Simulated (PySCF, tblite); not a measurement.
Coordinates of C₇H₁₅PSi, SMILES CC[C@@H]1[C@H]([SiH3])P1C1CC1 (Å):

```xyz
24

C     -2.7149    -1.0186     0.4634
C     -2.1048     0.3766     0.5404
C     -0.6017     0.3060     0.6609
C      0.2743     1.4518     0.2241
Si    -0.4337     3.0274    -0.5351
P      0.4067    -0.0671    -0.8420
C      1.8364    -0.9053    -0.0237
C      2.0425    -2.3692    -0.2977
C      2.9762    -1.3657    -0.8878
H     -2.3233    -1.5432    -0.4065
H     -2.4648    -1.5960     1.3513
H     -3.7977    -0.9642     0.3794
H     -2.3744     0.9399    -0.3549
H     -2.5103     0.9102     1.4060
H     -0.2792    -0.2153     1.5612
H      1.1467     1.6182     0.8517
H     -1.3217     3.6680     0.4408
H     -1.1759     2.7361    -1.7619
H      0.6935     3.9102    -0.8390
H      2.0818    -0.5462     0.9719
H      2.3953    -2.9964     0.5079
H      1.3455    -2.8638    -0.9594
H      2.9124    -1.1787    -1.9502
H      3.9796    -1.2953    -0.4936
```

GIAO shifts, PBE0/pcSseg-1 in PySCF 2.14.0, at a GFN2-xTB geometry (a minimum by its frequencies), against TMS for ¹³C and PH₃ for ³¹P computed at the same level (³¹P: the usual scale starts at 85 % H₃PO₄ instead). Gas phase, fully decoupled, line heights follow the number of nuclei, widths are arbitrary (no quadrupolar broadening); values of one conformer, averaged over methyl-type rotors and exact or near symmetry; other conformers aren't averaged in.

**How many ¹³C lines appear, and where?**

7 signals.


| δ (ppm) | nuclei | atoms |
| --- | --- | --- |
| 35.3 | 1 | C3 |
| 28.4 | 1 | C2 |
| 18.4 | 1 | C7 |
| 18.1 | 1 | C1 |
| 11.9 | 1 | C4 |
| 6.2 | 1 | C9 |
| 5.2 | 1 | C8 |

The order of signals that lie close, as those under 2 ppm apart, is within the error of the method.

**Predict the ³¹P spectrum.**

1 signal.


```tsv
δ (ppm)	nuclei	atoms
78.6	1	P6
```

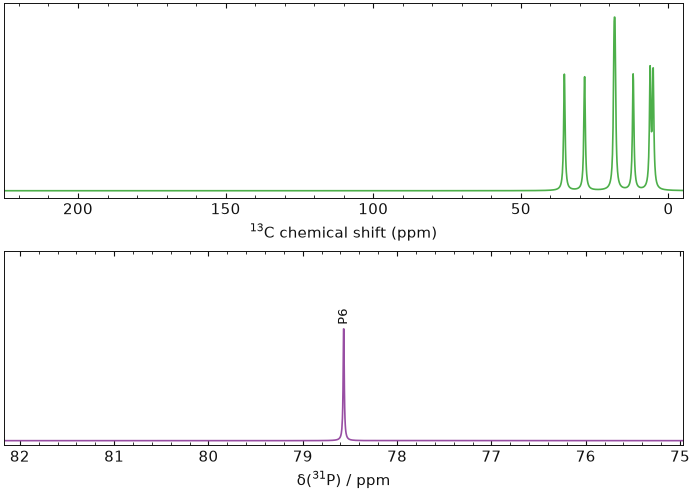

Known limits of this run: the tight-binding geometry is rougher than a DFT one and adds to the error.
